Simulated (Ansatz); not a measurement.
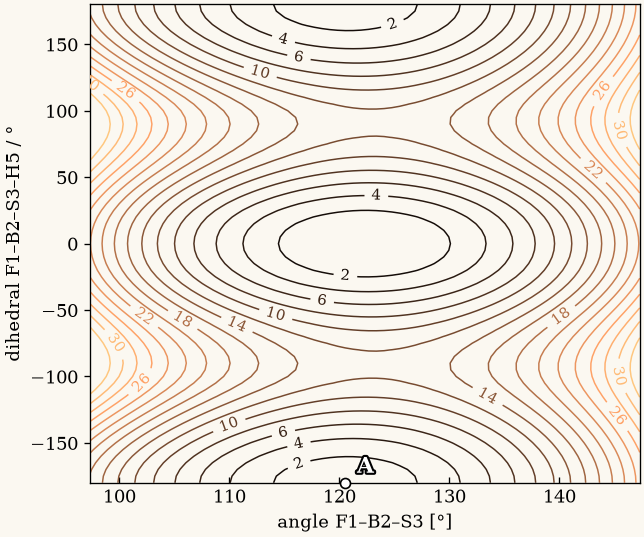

BBrFHS, SMILES FB(S)Br. First axis: angle F1–B2–S3. Second axis: dihedral F1–B2–S3–H5. Nothing is relaxed (all other coordinates rigid). The grid has 9 × 9 points; 45 points were computed and 36 follow by symmetry. Energies are in kcal/mol, from the relaxed molecule at the same level. Method: Ansatz 0.2.0, RKS B3LYP-D4/def2-TZVP.

The picture shows contour lines labelled in kcal/mol (none above 32), the point A. Between grid points the surface is interpolated.

**What is the easiest way out of the well at A, and how high is the barrier?**

The easiest path leads from the well at about angle F1–B2–S3 = 121°, dihedral F1–B2–S3–H5 = −180° to a well of about the same depth at about angle F1–B2–S3 = 122°, dihedral F1–B2–S3–H5 = 0°. Its highest point lies about 12 kcal/mol above the bottom of the first well on the interpolated surface, at about angle F1–B2–S3 = 123°, dihedral F1–B2–S3–H5 = 95°. This is the barrier on the constrained surface; relaxing the other coordinates would change it.

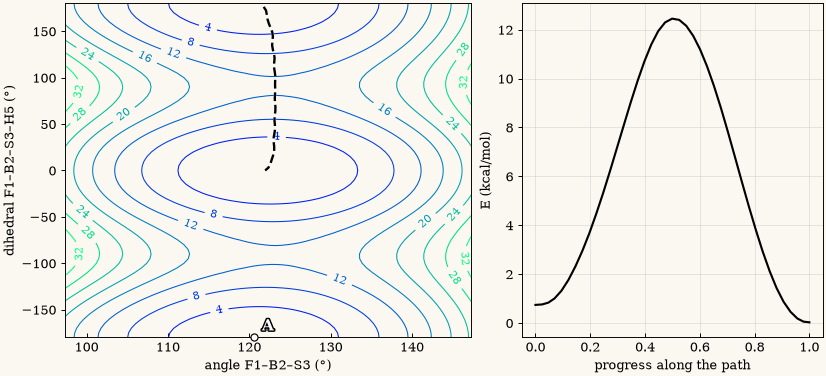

Drawn: contour lines labelled in kcal/mol (none above 32), a line along the lowest path, the energy along the path at the right. Between grid points the surface is interpolated.
